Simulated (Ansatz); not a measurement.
**Beryllium, beta-Sn type under BLYP: ground state and equation of state**

Aim: take beryllium in the beta-Sn type structure, relax it, solve it on a dense k-mesh, then scale the cell to 7 volumes from 88 to 112 % of the relaxed one and try a fit of the equation of state. Spin polarisation is left out. The k-meshes are 16×16×11 for the relaxation; 30×30×15 for the dense run; 20×20×10 for the volumes.

Program: Ansatz 0.2.0. Level of theory: DFT BLYP, plane waves (420 eV) with PAW, scalar-relativistic; PBE-made PAW files. These are calculated values, not measurements.

### 1 The system as given

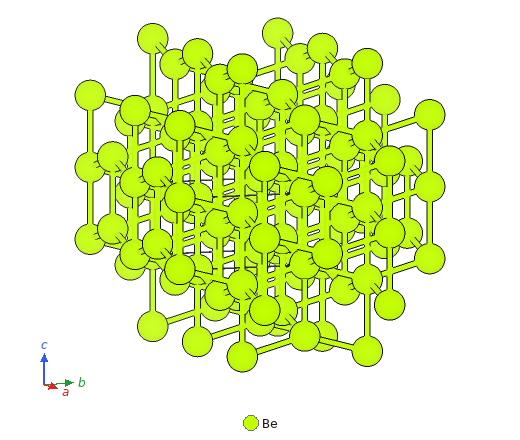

The structure, seen slightly off an axis (beryllium green). 2×1×2 conventional cells are drawn; the run uses a primitive one. Any atoms on the faces are drawn again on the opposite ones, and bonded neighbours outside are added.

As a file:

```xyz
2
Lattice="-1.9832 1.9832 1.0829 1.9832 -1.9832 1.0829 1.9832 1.9832 -1.0829" Properties=species:S:1:pos:R:3 pbc="T T T"
Be    0.0000    0.0000    0.0000
Be    0.0000    1.9832    0.5414
```

### 2 Geometry optimisation

The input, input.yaml:

```yaml
crystal:
  lattice:
    - [-1.9832467563, 1.9832467563, 1.0828527289]
    - [1.9832467563, -1.9832467563, 1.0828527289]
    - [1.9832467563, 1.9832467563, -1.0828527289]
  atoms:
    - { symbol: Be, position: [0.0, 0.0, 0.0] }
    - { symbol: Be, position: [0.75, 0.25, 0.5] }
hamiltonian:
  xc: blyp
  pseudopotentials:
    kind: paw
    azcp:
      Be: "pseudopotentials/Be.paw.azcp"
basis:
  ecutwfc: 420
  fft_grid_basis: typed
kpoints:
  mp_grid: { grid: [16, 16, 11], shift: [0, 0, 0] }
magnetization:
  spin_polarized: false
scf:
  occupations: { method: fermi_dirac, width: 0.1 }
relax:
  max_steps: 60
  f_tol: 0.01
  cell: {}
```

On the command line:

```console
> ansatz run input.yaml --threads 2 --pin off --max-ram 5120MiB --backend cpu --events-out ev --progress --plain --runs-dir out
```

Output:

```text
Warning: crystal.symmetry: narrowed to the stabiliser of the k-point mesh — unitary ops 16 → 4; excluded 12 operations that carry a point of the 16×16×11 mesh (shift [0, 0, 0]) off the mesh (the run samples exactly the mesh kpoints.mp_grid names, as under crystal.symmetry.detect: false, and its converged state has the mesh's symmetry, not the crystal's; ε∞, the Born charges and the force constants of a linear response (`dielectric:` by the response, `phonons.method: dfpt`) are averaged over those of the crystal's operations that the state keeps within a tolerance, where `mesh_tensors`, `unaveraged_element` or `gamma_mean_max_change_ev_ang2` stands beside them; a row that `dielectric.field_direction` solves alone is averaged likewise, with nothing beside; a Γ-centred mesh of equal divisions is mapped onto itself by every operation and keeps the whole group, as does a half-shifted one under kpoints.further_shifts: images)
Warning: RAYON_NUM_THREADS=2 ignored (pool sized by the plan → 2); use --threads N
Engine: ansatz 0.2.0, aarch64-unknown-linux-gnu
Pseudopotentials: kind: paw
Pseudopotential: Be, paw, valence charge 2, recommended cutoff 420 eV (normal), <dir>
Functional definition: BLYP
  parameter beta = 0.0042
  parameter a = 0.04918
  parameter b = 0.132
  parameter c = 0.2533
  parameter d = 0.349
  exchange = b88_x(beta = beta)
  correlation = lyp_c(a = a, b = b, c = c, d = d)
Crystal: 2 atoms, lattice volume = 17.037 Å³
Basis set: ecut = 420 eV, 327 PW (Γ), exchange–correlation on 48×48×48 points (8 copies of the dense FFT grid, shifted against one another)
Bands: 6, of which v1, the nominal top of the filled ones, is band 2 counted from 1 (1 counted from 0)
Symmetry: 4 space group operations
k-points: 753 of 2816
Non-local potential: Be, projectors of the file, l = 0: 2, l = 1: 2, l = 2: 1
PAW form: soft (Blöchl's): semilocal exchange-correlation on the pseudo side does not see the compensation charge
PAW frozen core: Be, regenerated for the run's functional, and the local potential with it (the file was generated under x = pbe(κ = 0.804, μ = 0.2195149727645171), c = pbe(β = 0.06672455060314922))
PAW one-centre angular grid: Be, 110 points (default); XC on 64 Gauss nodes
Initial density: superposition of atomic densities (neutral atoms: chi_scale 0, normalization atom), corrected by the library's trained network
Initial wavefunctions: pseudopotential atomic-orbital guess
Functional: x = b88, c = lyp
SCF iter   1: F=—  HF=-184.221682 eV  |F-HF|=—  |Δ(HF+E_count)|=         —  Δρ=5.28e-3  dr2=4.04e-3  ethr=1.77e-3  ⟨swp⟩=5.1  Hψ=42315  notcnv=0
preconditioner: auto → none  [metal: Δε(μ)=0.014 eV  Ē_g=11.553 eV  σ=0.100 eV  W_gap=0.04  n_scr=0 (ndim 8)  ℏωp=18.0 eV  f_vac=0.000  D(μ)=0.61/eV (n_scr^D=4)]
SCF iter   2: F=—  HF=-184.221707 eV  |F-HF|=—  |Δ(HF+E_count)|=   2.51e-5  Δρ=2.70e-3  dr2=1.05e-3  ethr=1.01e-4  ⟨swp⟩=1.0  Hψ=10542  notcnv=0
SCF iter   3: F=—  HF=-184.221803 eV  |F-HF|=—  |Δ(HF+E_count)|=   9.63e-5  Δρ=8.76e-5  dr2=6.29e-7  ethr=2.62e-5  ⟨swp⟩=1.0  Hψ=4552  notcnv=0
SCF iter   4: F=—  HF=-184.221789 eV  |F-HF|=—  |Δ(HF+E_count)|=   1.42e-5  Δρ=9.45e-6  dr2=5.99e-9  ethr=1.57e-8  ⟨swp⟩=2.0  Hψ=6080  notcnv=0
iter 5 did not close the SCF: its close was put off for the readings that it lacked (scf_convergence_deferred on its scf_iter line)
SCF iter   5: F=-184.221789 eV  HF=-184.221789 eV  |F-HF|=2.87e-10  |Δ(HF+E_count)|=   1.68e-8  Δρ=1.35e-6  dr2=1.52e-10  ethr=1.50e-10  ⟨swp⟩=2.0  Hψ=6166  notcnv=0
SCF iter   6: F=-184.221789 eV  HF=-184.221789 eV  |F-HF|=5.09e-12  |Δ(HF+E_count)|=  3.43e-10  Δρ=1.86e-7  dr2=1.00e-11  ethr=3.81e-12  ⟨swp⟩=1.0  Hψ=12876  notcnv=0
SCF 1 converged in 6 iterations: F = -184.221789 eV  dr2 = 1.00e-11
relax step   1: F+E_penalty+E_count = -184.22178882 eV  Δ(F+E_penalty+E_count) = +0.000e0 eV  max|allowed force component| = 4.594e-3 eV/Å  Δτ_max = 0.0000 Å  P = +9.108 GPa  Ω = 17.037 Å³  (6 SCF iters, dr2 threshold 1.00e-7 eV, accepted)
Crystal: 2 atoms, lattice volume = 17.787 Å³
Basis set: ecut = 420 eV, 341 PW (Γ), exchange–correlation on 48×48×48 points (8 copies of the dense FFT grid, shifted against one another)
Initial density: handed on by an earlier stage of this run
Initial wavefunctions: those handed on with the density
iter 1 solved again at ethr=1.46e-4 eV; its pass at ethr=3.10e-3 eV (dr2=5.86e-3 eV) is discarded
SCF iter   1: F=—  HF=-184.332501 eV  |F-HF|=—  |Δ(HF+E_count)|=         —  Δρ=6.31e-3  dr2=5.94e-3  ethr=1.46e-4  ⟨swp⟩=1.0  Hψ=48556  notcnv=0
preconditioner: auto → none  [metal: Δε(μ)=0.013 eV  Ē_g=11.266 eV  σ=0.100 eV  W_gap=0.03  n_scr=0 (ndim 8)  ℏωp=17.6 eV  f_vac=0.000  D(μ)=0.56/eV (n_scr^D=4)]
SCF iter   2: F=—  HF=-184.332916 eV  |F-HF|=—  |Δ(HF+E_count)|=   4.16e-4  Δρ=3.29e-3  dr2=1.60e-3  ethr=1.46e-4  ⟨swp⟩=1.0  Hψ=4518  notcnv=0
SCF iter   3: F=—  HF=-184.333081 eV  |F-HF|=—  |Δ(HF+E_count)|=   1.65e-4  Δρ=6.28e-5  dr2=9.83e-7  ethr=3.99e-5  ⟨swp⟩=1.0  Hψ=4518  notcnv=0
SCF iter   4: F=—  HF=-184.333075 eV  |F-HF|=—  |Δ(HF+E_count)|=   6.78e-6  Δρ=1.55e-5  dr2=2.23e-8  ethr=5.00e-9  ⟨swp⟩=4.0  Hψ=11512  notcnv=0
SCF iter   5: F=-184.333075 eV  HF=-184.333075 eV  |F-HF|=1.65e-9  |Δ(HF+E_count)|=   5.35e-8  Δρ=2.89e-6  dr2=7.73e-10  ethr=5.57e-10  ⟨swp⟩=1.7  Hψ=13640  notcnv=0
SCF 2 converged in 5 iterations: F = -184.333075 eV  dr2 = 7.73e-10
relax step   2: F+E_penalty+E_count = -184.33307466 eV  Δ(F+E_penalty+E_count) = -1.113e-1 eV  max|allowed force component| = 3.492e-2 eV/Å  Δτ_max = 0.0018 Å  P = +5.481 GPa  Ω = 17.787 Å³  energy of the carried Pulay correction = -1.704e-4 eV  (5 SCF iters, dr2 threshold 2.00e-7 eV, accepted)
Crystal: 2 atoms, lattice volume = 18.624 Å³
Basis set: ecut = 420 eV, 357 PW (Γ), exchange–correlation on 48×48×48 points (8 copies of the dense FFT grid, shifted against one another)
iter 1 solved again at ethr=1.23e-4 eV; its pass at ethr=3.10e-3 eV (dr2=4.91e-3 eV) is discarded
SCF iter   1: F=—  HF=-184.391215 eV  |F-HF|=—  |Δ(HF+E_count)|=         —  Δρ=5.20e-3  dr2=4.97e-3  ethr=1.23e-4  ⟨swp⟩=1.0  Hψ=48709  notcnv=0
preconditioner: auto → none  [metal: Δε(μ)=0.005 eV  Ē_g=10.925 eV  σ=0.100 eV  W_gap=0.01  n_scr=2 (ndim 8)  ℏωp=17.2 eV  f_vac=0.000  D(μ)=0.53/eV (n_scr^D=4)]
SCF iter   2: F=—  HF=-184.390902 eV  |F-HF|=—  |Δ(HF+E_count)|=   3.13e-4  Δρ=2.50e-3  dr2=9.73e-4  ethr=1.23e-4  ⟨swp⟩=1.0  Hψ=4518  notcnv=0
SCF iter   3: F=—  HF=-184.390965 eV  |F-HF|=—  |Δ(HF+E_count)|=   6.28e-5  Δρ=3.01e-4  dr2=1.33e-5  ethr=2.43e-5  ⟨swp⟩=1.0  Hψ=4518  notcnv=0
SCF iter   4: F=—  HF=-184.390981 eV  |F-HF|=—  |Δ(HF+E_count)|=   1.66e-5  Δρ=2.09e-5  dr2=4.23e-8  ethr=5.00e-9  ⟨swp⟩=3.0  Hψ=14608  notcnv=0
SCF iter   5: F=-184.390981 eV  HF=-184.390981 eV  |F-HF|=8.67e-10  |Δ(HF+E_count)|=   9.96e-8  Δρ=2.15e-6  dr2=5.01e-10  ethr=1.06e-9  ⟨swp⟩=2.0  Hψ=14295  notcnv=0
SCF 3 converged in 5 iterations: F = -184.390981 eV  dr2 = 5.01e-10
relax step   3: F+E_penalty+E_count = -184.39098148 eV  Δ(F+E_penalty+E_count) = -5.791e-2 eV  max|allowed force component| = 5.619e-2 eV/Å  Δτ_max = 0.0095 Å  P = +2.518 GPa  Ω = 18.624 Å³  energy of the carried Pulay correction = -3.530e-4 eV  (5 SCF iters, dr2 threshold 2.00e-7 eV, accepted)
[... from here on, the SCF cycles and remarks between the steps are left out ...]
relax step   4: F+E_penalty+E_count = -184.43955071 eV  Δ(F+E_penalty+E_count) = -4.857e-2 eV  max|allowed force component| = 1.289e-1 eV/Å  Δτ_max = 0.0144 Å  P = +0.543 GPa  Ω = 19.053 Å³  energy of the carried Pulay correction = -4.431e-4 eV  (5 SCF iters, dr2 threshold 2.00e-7 eV, accepted)
relax step   5: F+E_penalty+E_count = -184.53637264 eV  Δ(F+E_penalty+E_count) = -9.682e-2 eV  max|allowed force component| = 1.892e-1 eV/Å  Δτ_max = 0.0229 Å  P = -1.340 GPa  Ω = 19.240 Å³  energy of the carried Pulay correction = -4.807e-4 eV  (5 SCF iters, dr2 threshold 2.00e-7 eV, accepted)
relax step   6: F+E_penalty+E_count = -184.69877838 eV  Δ(F+E_penalty+E_count) = -1.624e-1 eV  max|allowed force component| = 2.383e-1 eV/Å  Δτ_max = 0.0299 Å  P = -3.019 GPa  Ω = 19.084 Å³  energy of the carried Pulay correction = -4.453e-4 eV  (5 SCF iters, dr2 threshold 2.00e-7 eV, accepted)
relax step   7: F+E_penalty+E_count = -184.89709795 eV  Δ(F+E_penalty+E_count) = -1.983e-1 eV  max|allowed force component| = 2.510e-1 eV/Å  Δτ_max = 0.0360 Å  P = -3.654 GPa  Ω = 18.533 Å³  energy of the carried Pulay correction = -3.255e-4 eV  (5 SCF iters, dr2 threshold 2.00e-7 eV, accepted)
relax step   8: F+E_penalty+E_count = -185.12535407 eV  Δ(F+E_penalty+E_count) = -2.283e-1 eV  max|allowed force component| = 2.018e-1 eV/Å  Δτ_max = 0.0351 Å  P = -3.594 GPa  Ω = 17.814 Å³  energy of the carried Pulay correction = -1.640e-4 eV  (5 SCF iters, dr2 threshold 2.00e-7 eV, accepted)
relax step   9: F+E_penalty+E_count = -185.37600406 eV  Δ(F+E_penalty+E_count) = -2.506e-1 eV  max|allowed force component| = 1.233e-1 eV/Å  Δτ_max = 0.0272 Å  P = -4.147 GPa  Ω = 17.191 Å³  energy of the carried Pulay correction = -1.649e-5 eV  (5 SCF iters, dr2 threshold 2.00e-7 eV, accepted)
relax step  10: F+E_penalty+E_count = -185.57956479 eV  Δ(F+E_penalty+E_count) = -2.036e-1 eV  max|allowed force component| = 5.443e-2 eV/Å  Δτ_max = 0.0105 Å  P = -2.255 GPa  Ω = 16.372 Å³  energy of the carried Pulay correction = +1.826e-4 eV  (5 SCF iters, dr2 threshold 2.00e-7 eV, accepted)
relax step  11: F+E_penalty+E_count = -185.70859124 eV  Δ(F+E_penalty+E_count) = -1.290e-1 eV  max|allowed force component| = 1.079e-1 eV/Å  Δτ_max = 0.0017 Å  P = +2.072 GPa  Ω = 15.581 Å³  energy of the carried Pulay correction = +3.849e-4 eV  (5 SCF iters, dr2 threshold 2.00e-7 eV, accepted)
relax step  12: F+E_penalty+E_count = -185.74341176 eV  Δ(F+E_penalty+E_count) = -3.482e-2 eV  max|allowed force component| = 6.413e-4 eV/Å  Δτ_max = 0.0435 Å  P = +0.251 GPa  Ω = 15.765 Å³  energy of the carried Pulay correction = +3.344e-4 eV  (4 SCF iters, dr2 threshold 2.00e-7 eV, accepted)
relax step  13: F+E_penalty+E_count = -185.74371331 eV  Δ(F+E_penalty+E_count) = -3.015e-4 eV  max|allowed force component| = 3.374e-3 eV/Å  Δτ_max = 0.0004 Å  P = -0.001 GPa  Ω = 15.794 Å³  energy of the carried Pulay correction = +3.276e-4 eV  (3 SCF iters, dr2 threshold 2.00e-7 eV, accepted)
relax step  14: F+E_penalty+E_count = -185.74371823 eV  Δ(F+E_penalty+E_count) = -4.924e-6 eV  max|allowed force component| = 7.341e-4 eV/Å  Δτ_max = 0.0007 Å  P = +0.003 GPa  Ω = 15.793 Å³  energy of the carried Pulay correction = +3.279e-4 eV  (3 SCF iters, dr2 threshold 1.96e-8 eV, accepted)
relax step  15: F+E_penalty+E_count = -185.76122688 eV  Δ(F+E_penalty+E_count) = -1.751e-2 eV  max|allowed force component| = 4.226e-3 eV/Å  Δτ_max = 0.0000 Å  P = +0.545 GPa  Ω = 15.793 Å³  stress off target by 1.66e0 GPa  SCF on the basis re-selected at this cell (its energy is not comparable with the rows above)  (5 SCF iters)
relax step  16: F+E_penalty+E_count = -185.76161111 eV  Δ(F+E_penalty+E_count) = -3.842e-4 eV  max|allowed force component| = 8.519e-5 eV/Å  Δτ_max = 0.0019 Å  P = +0.052 GPa  Ω = 15.853 Å³  energy of the carried Pulay correction = -1.643e-5 eV  (3 SCF iters, dr2 threshold 2.00e-7 eV, accepted)
relax step  17: F+E_penalty+E_count = -185.76161284 eV  Δ(F+E_penalty+E_count) = -1.731e-6 eV  max|allowed force component| = 1.253e-4 eV/Å  Δτ_max = 0.0001 Å  P = +0.005 GPa  Ω = 15.859 Å³  energy of the carried Pulay correction = -1.808e-5 eV  (2 SCF iters, dr2 threshold 5.64e-8 eV, accepted)
iter 1 solved again at ethr=1.12e-9 eV; its pass at ethr=3.10e-3 eV (dr2=4.48e-8 eV) is discarded
SCF iter   1: F=—  HF=-185.761646 eV  |F-HF|=—  |Δ(HF+E_count)|=         —  Δρ=1.64e-5  dr2=2.47e-8  ethr=1.12e-9  ⟨swp⟩=3.2  Hψ=53745  notcnv=0
SCF iter   2: F=—  HF=-185.761632 eV  |F-HF|=—  |Δ(HF+E_count)|=   1.34e-5  Δρ=8.33e-6  dr2=6.25e-9  ethr=6.17e-10  ⟨swp⟩=2.0  Hψ=6032  notcnv=0
SCF iter   3: F=—  HF=-185.761632 eV  |F-HF|=—  |Δ(HF+E_count)|=   7.48e-9  Δρ=7.04e-7  dr2=4.78e-11  ethr=1.56e-10  ⟨swp⟩=2.1  Hψ=6012  notcnv=0
SCF iter   4: F=-185.761632 eV  HF=-185.761632 eV  |F-HF|=4.15e-12  |Δ(HF+E_count)|=  4.54e-11  Δρ=1.77e-7  dr2=2.55e-12  ethr=1.00e-12  ⟨swp⟩=4.7  Hψ=12006  notcnv=0
SCF 18 converged in 4 iterations: F = -185.761632 eV  dr2 = 2.55e-12
relax step  18: F+E_penalty+E_count = -185.76163230 eV  Δ(F+E_penalty+E_count) = -1.946e-5 eV  max|allowed force component| = 1.192e-4 eV/Å  Δτ_max = 0.0000 Å  P = +0.007 GPa  Ω = 15.859 Å³  stress off target by 1.27e-2 GPa  SCF on the basis re-selected at this cell (its energy is not comparable with the rows above)  (4 SCF iters)
basis re-selected at this cell: Δ(F+E_penalty+E_count) = -1.946e-5 eV, ΔP = +0.002 GPa vs the last step (what re-selecting the basis moved, of the pressure what is left beyond the Pulay correction that the steps carried, after the strain that the cell walked since its last selection, with what the two solves' SCF thresholds leave and, on support functions, any second-order correction that the steps lacked; it is no measure of the basis error at this ecutwfc). This SCF's stress stands 1.27e-2 GPa from its target on what of the cell is left free (relax.cell.stress_tol is 5.00e-2 GPa) and its largest allowed force component is 1.19e-4 eV/Å (relax.f_tol is 1.00e-2 eV/Å): within both
SCF converged after 4 iterations
Free energy (F): -185.761632 eV
Harris-Foulkes:  -185.761632 eV  (|F-HF|=4.15e-12)
Internal energy: -185.758034 eV  (E = F + TS)
E sigma→0 (E₀):  -185.759833 eV
Entropy (-TS):   -0.003598 eV (-1.799 meV/atom)
Fermi energy:    8.400088 eV
--- Per-component energies (eV) ---
  E_band       = 14.079091
  E_kinetic    = 42.239207
  E_local      = 4.894497  (includes V_loc(G=0)·N_el)
  E_nonlocal   = 9.473710
  E_hartree    = 0.093135
  E_xc         = -37.789152
  E_vxc        = -39.430302  (∫ρ·V_xc dr)
  E_paw        = -121.269018  (= ΣΔE_a)
  E_vpaw       = -3.284289  (= ΣTr[D̂ρ^β])
  E_aug_tail   = -0.000001  (compensation charges beyond the density's cutoff)
  E_ewald      = -83.400263
  E_core_change = -0.000150  (= ΣΔE_core)
  E_smearing   = -0.003598  (= −TS)
  E_closure    = 0.000000  (closes the sum)
  Σ components = -185.761632   (vs F -185.761632, Δ=0.00e0)
--- Forces (eV/Å), atoms counted from 1 ---
  atom   1  Be    -0.00011916     0.00011916    -0.00000000
  atom   2  Be     0.00011916    -0.00011916     0.00000000
  max |Σ_I F_I| component: 0.00e0 eV/Å
--- Stress (GPa, compression-positive) ---
        0.005962       0.005955      -0.001306
        0.005955       0.005962      -0.001306
       -0.001306      -0.001306       0.008080
  P = ⅓ Tr σ = 0.0067 GPa (0.067 kbar)
--- Relaxed structure (16 steps of the walk, 16 accepted, 2 SCFs on fresh bases) ---
  F+E_penalty+E_count = -185.76163230 eV   max|allowed force component| = 1.192e-4 eV/Å   (the final SCF, on the basis selected at the relaxed cell)
  cell:  # Å, volume = 15.8588 Å³
    - [-1.5294060296207825, 1.2530205846924165, 1.1184799293671215]
    - [1.2530205846924165, -1.5294060296207825, 1.1184799293671215]
    - [2.7486641401378056, 2.7486641401378056, -1.6246803779724779]
  atoms:
    - { symbol: Be, position: [-0.0416251591572415, 0.0416251591572415, 0.0] }
    - { symbol: Be, position: [0.7916251591572417, 0.20837484084275837, 0.5] }
```

Wall time 59 s (2 threads of Arm Neoverse V1, shared host); peak memory 0.41 GiB.

Step by step:

```csv
step,energy change (meV/atom),largest force (eV/Å),pressure (GPa),volume (Å³/atom)
1,0.00,0.0046,9.11,8.518
2,-55.64,0.0349,5.48,8.893
3,-84.60,0.0562,2.52,9.312
4,-108.88,0.1289,0.54,9.526
5,-157.29,0.1892,-1.34,9.620
6,-238.49,0.2383,-3.02,9.542
7,-337.65,0.2510,-3.65,9.266
8,-451.78,0.2018,-3.59,8.907
9,-577.11,0.1233,-4.15,8.596
10,-678.89,0.0544,-2.25,8.186
11,-743.40,0.1079,2.07,7.790
12,-760.81,0.0006,0.25,7.883
13,-760.96,0.0034,0.00,7.897
14,-760.96,0.0007,0.00,7.897
15,-769.72,0.0042,0.54,7.897
16,-769.91,0.0001,0.05,7.926
17,-769.91,0.0001,0.01,7.929
18,-769.92,0.0001,0.01,7.929
```

Steps that repeat a cell are solved on a basis chosen anew, so their changes of energy are no gain of the relaxation.

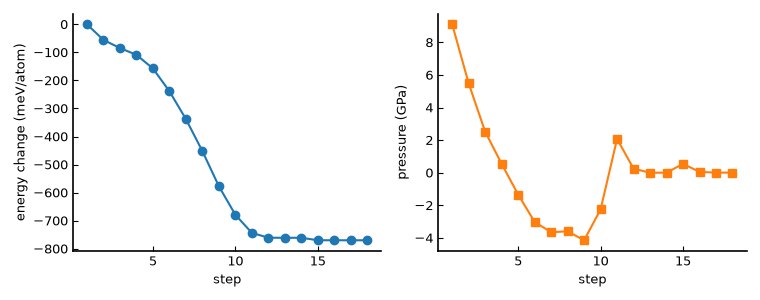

Energy and pressure over the accepted steps.

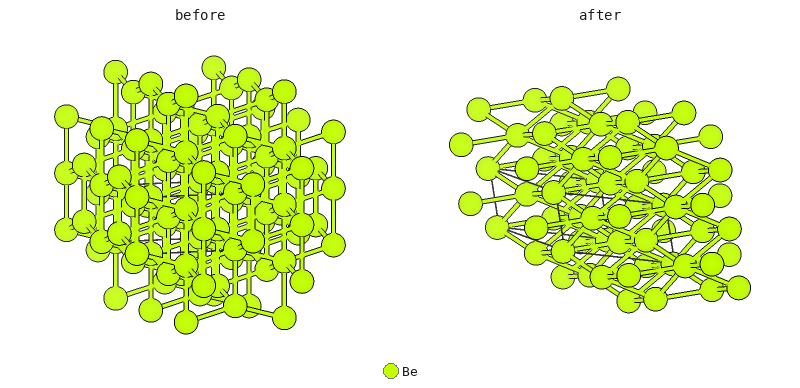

Before and after, at one scale. The cells drawn are those of the first picture.

The cell of the run, before and after:

|  | before | after | change |
| --- | --- | --- | --- |
| a (Å) | 3.007 | 2.272 | -24.4 % |
| b (Å) | 3.007 | 2.272 | -24.4 % |
| c (Å) | 3.007 | 4.213 | +40.1 % |
| α (°) | 97.45 | 105.62 | +8.4 % |
| β (°) | 97.45 | 105.62 | +8.4 % |
| γ (°) | 137.78 | 120.02 | -12.9 % |
| volume (Å³/atom) | 8.518 | 7.929 | -6.9 % |
| shortest distance (Å) | 2.056 | 2.206 | +7.3 % |
| space group (spins left aside) | I4_1/amd | P6_3/mmc | changed |

### 3 The energy on a finer k-mesh

The input, input.yaml:

```yaml
crystal:
  lattice:
    - [-1.5294060296, 1.2530205847, 1.1184799294]
    - [1.2530205847, -1.5294060296, 1.1184799294]
    - [2.7486641401, 2.7486641401, -1.624680378]
  atoms:
    - { symbol: Be, position: [0.9583748408, 0.0416251592, 0.0] }
    - { symbol: Be, position: [0.7916251592, 0.2083748408, 0.5] }
hamiltonian:
  xc: blyp
  pseudopotentials:
    kind: paw
    azcp:
      Be: "pseudopotentials/Be.paw.azcp"
basis:
  ecutwfc: 420
  fft_grid_basis: typed
kpoints:
  mp_grid: { grid: [30, 30, 15], shift: [0, 0, 0] }
magnetization:
  spin_polarized: false
scf:
  occupations: { method: fermi_dirac, width: 0.1 }
```

On the command line:

```console
> ansatz run input.yaml --threads 2 --pin off --max-ram 5120MiB --backend cpu --events-out ev --progress --plain --runs-dir out
```

Output (excerpt; [...] marks lines left out):

```text
Warning: RAYON_NUM_THREADS=2 ignored (pool sized by the plan → 2); use --threads N
[...]
[... 3 set-up lines as earlier in the session ...]
[...]
Crystal: 2 atoms, lattice volume = 15.859 Å³
Basis set: ecut = 420 eV, 311 PW (Γ), exchange–correlation on 32×32×60 points (8 copies of the dense FFT grid, shifted against one another)
Bands: 6, of which v1, the nominal top of the filled ones, is band 2 counted from 1 (1 counted from 0)
[... 1 set-up line as earlier in the session ...]
Space group: C2/c (ITA 15), of the structure as read, at distance tolerance 2.5e-5 Å
k-points: 3496 of 13500
[...]
SCF iter   1: F=—  HF=-185.758695 eV  |F-HF|=—  |Δ(HF+E_count)|=         —  Δρ=3.44e-3  dr2=1.48e-3  ethr=1.77e-3  ⟨swp⟩=5.4  Hψ=187270  notcnv=0
[...]
SCF iter   6: F=-185.758439 eV  HF=-185.758439 eV  |F-HF|=1.51e-12  |Δ(HF+E_count)|=   2.16e-9  Δρ=7.99e-8  dr2=3.16e-13  ethr=2.33e-11  ⟨swp⟩=1.0  Hψ=59487  notcnv=0
[...]
SCF converged after 6 iterations
Free energy (F): -185.758439 eV
[...]
E sigma→0 (E₀):  -185.756679 eV
Entropy (-TS):   -0.003518 eV (-1.759 meV/atom)
Fermi energy:    8.530269 eV
[...]
```

Wall time 13 s (2 threads of Arm Neoverse V1, shared host); peak memory 0.69 GiB.

(Part 1 of 2 ends here.)
